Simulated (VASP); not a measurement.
Band structure of BaS2 (space group C2/c). Calculation: PBEsol GGA with spin-orbit coupling, VASP's PBE PAW potentials (set 64) (plane waves; VASP).

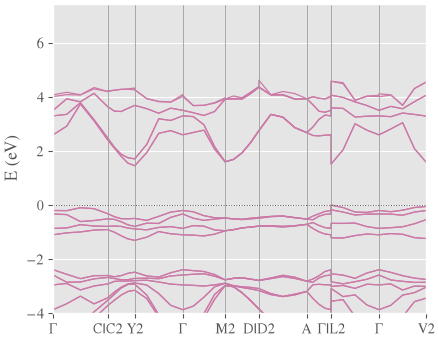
Figure. Bands along high-symmetry lines, zero at the valence-band maximum or, without a gap, the Fermi level

Question: Read the plot: is there a gap, and where are the band edges?

Answer: The gap is indirect, 1.45 eV, from the valence maximum at L2 to the conduction minimum at Y2.

The structure comes from a computed database's BaS2 entry (C2/c); how it stands against other phases isn't given here. It was relaxed first.
